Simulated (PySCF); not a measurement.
# One shape, several levels: BNH4 (SMILES BN)

Wanted: a comparison of 6 runs (B3LYP/def2-TZVPP, M06-L/def2-TZVPP, TPSS/def2-TZVPP, r2SCAN/def2-TZVPP, revPBE/def2-TZVPP, CCSD(T)/def2-TZVPP) of BNH4. 

The results are computed with PySCF 2.14.0.

2 further runs of the same task are left out: 2 set aside as unsound or not needed.

### 1 The structure to begin with

BNH4: 6 atoms, total charge 0, spin state singlet. As SMILES, `BN`. One bond was lengthened or shortened from a relaxed shape.

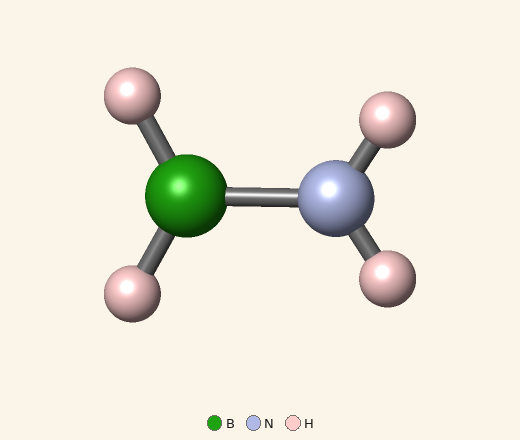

The structure, seen from a chosen angle (boron green, nitrogen light blue, hydrogen pink).

### 2 The energy at B3LYP/def2-TZVPP (run 1)

run.py

```python
from pyscf import gto, dft

system = gto.M(
    atom='''
B     -0.320029    -1.668982    -0.058697
N      0.276089     1.280100     0.020409
H      0.348934    -2.969869     1.666812
H     -1.423251    -2.517658    -1.841842
H     -0.229791     2.482533    -1.362115
H      1.194307     2.119139     1.457546
''',
    max_memory=1860,
    verbose=3,
    basis='def2-tzvpp',
    unit='bohr',
)

mf = dft.RKS(system, xc='b3lyp')
mf.conv_tol = 1e-10
mf.grids.level = 5
mf.kernel()
if not mf.converged:
    mf = mf.newton().run(mf.mo_coeff, mf.mo_occ)

e_final = mf.e_tot
print('E(%s) = %.9f' % ('B3LYP', e_final))
```

Command:

```
$ OMP_NUM_THREADS=1 python run.py
```

What it wrote:

```text
converged SCF energy = -82.0606103665663
E(B3LYP) = -82.060610367
```

It took 21 s on 1 thread of Intel Xeon at 2.70GHz, shared host; peak memory 0.62 GiB.

### 3 A single-point energy at M06-L/def2-TZVPP (run 2)

job.py

```python
from pyscf import gto, dft

molecule = gto.M(
    atom='''
B     -0.320029    -1.668982    -0.058697
N      0.276089     1.280100     0.020409
H      0.348934    -2.969869     1.666812
H     -1.423251    -2.517658    -1.841842
H     -0.229791     2.482533    -1.362115
H      1.194307     2.119139     1.457546
''',
    max_memory=1860,
    basis='def2-tzvpp',
    charge=0,
    unit='bohr',
    verbose=3,
)

mf = dft.RKS(molecule)
mf.xc = 'm06-l'
mf.conv_tol = 1e-10
mf.grids.level = 5
mf.kernel()
if not mf.converged:
    mf = mf.newton().run(mf.mo_coeff, mf.mo_occ)

e_tot = mf.e_tot
print('E = %.10f Eh' % e_tot)
```

Command:

```
$ OMP_NUM_THREADS=1 python job.py
```

What it wrote:

```text
converged SCF energy = -82.0373886696322
E = -82.0373886696 Eh
```

It took 45 s on 1 thread of Intel Xeon at 2.70GHz, shared host; peak memory 0.68 GiB.

Runs 3 to 5 aren't shown in full; the table further down has their settings and results.

### 4 A single-point energy at CCSD(T)/def2-TZVPP (run 6)

run.py

```python
from pyscf import gto, scf, cc

molecule = gto.M(
    atom='''
B     -0.169352    -0.883187    -0.031061
N      0.146100     0.677400     0.010800
H      0.184648    -1.571587     0.882039
H     -0.753152    -1.332287    -0.974661
H     -0.121600     1.313700    -0.720800
H      0.632000     1.121400     0.771300
''',
    verbose=3,
    basis='def2-tzvpp',
    max_memory=1860,
)

myscf = scf.RHF(molecule)
myscf.conv_tol = 1e-10
myscf.kernel()
if not myscf.converged:
    myscf = myscf.newton().run(myscf.mo_coeff, myscf.mo_occ)

mycc = cc.CCSD(myscf, frozen=2)
mycc.kernel()
e_t = mycc.ccsd_t()
e_tot = mycc.e_tot + e_t
print('E(%s) = %.9f' % ('CCSD(T)', e_tot))
```

Command:

```
$ OMP_NUM_THREADS=1 python run.py
```

What it wrote:

```text
converged SCF energy = -81.5045649300934
E(CCSD) = -81.8564134645686  E_corr = -0.3518485344752551
CCSD(T) correction = -0.0129287369465364
E(CCSD(T)) = -81.869342202
```

Run time: 67 s. Hardware: 1 thread of Intel Xeon at 2.70GHz, shared host; peak memory 1.7 GiB.

### 5 Overview of the runs

| run | level | integration grid | frozen core orbitals | energy (Eh) | dipole moment (D) of the reference | HOMO energy (eV) | LUMO energy (eV) | wall time |
| --- | --- | --- | --- | --- | --- | --- | --- | --- |
| 1 | B3LYP/def2-TZVPP | 5 | – | -82.060610 | 1.28 | -7.62 | -0.81 | 21 s |
| 2 | M06-L/def2-TZVPP | 5 | – | -82.037389 | 1.36 | -6.72 | -1.12 | 45 s |
| 3 | TPSS/def2-TZVPP | 5 | – | -82.068128 | 1.38 | -6.57 | -1.30 | 35 s |
| 4 | r2SCAN/def2-TZVPP | 5 | – | -81.993719 | 1.34 | -6.79 | -1.16 | 35 s |
| 5 | revPBE/def2-TZVPP | 5 | – | -82.024858 | 1.46 | -6.51 | -1.45 | 24 s |
| 6 | CCSD(T)/def2-TZVPP | – | 2 | -81.869342 | 0.83 | -11.02 | 2.69 | 67 s |

### 6 Outcome

```
                                          quantity         value
                               run 6: total energy  -81.86934 Eh
       run 6: dipole moment (Hartree–Fock density)        0.83 D
        run 6: HOMO energy (Hartree–Fock orbitals)     -11.02 eV
        run 6: LUMO energy (Hartree–Fock orbitals)       2.69 eV
      run 6: HOMO–LUMO gap (Hartree–Fock orbitals)      13.70 eV
run 6: correlation energy (2 core orbitals frozen)    -364.8 mEh
                             run 6: (T) correction    -12.93 mEh
                              run 6: T1 diagnostic         0.017
```

What this shows: Over runs 1, 2, 3, 4, 5 the dipole moment (its size) runs from 1.28 D (B3LYP/def2-TZVPP) to 1.46 D (revPBE/def2-TZVPP). Over runs 1, 2, 3, 4, 5 the HOMO–LUMO gap runs from 5.06 eV (revPBE/def2-TZVPP) to 6.81 eV (B3LYP/def2-TZVPP). Totals of different functionals can't be ranked against each other. All runs together took 3.8 min, the longest 67 s.
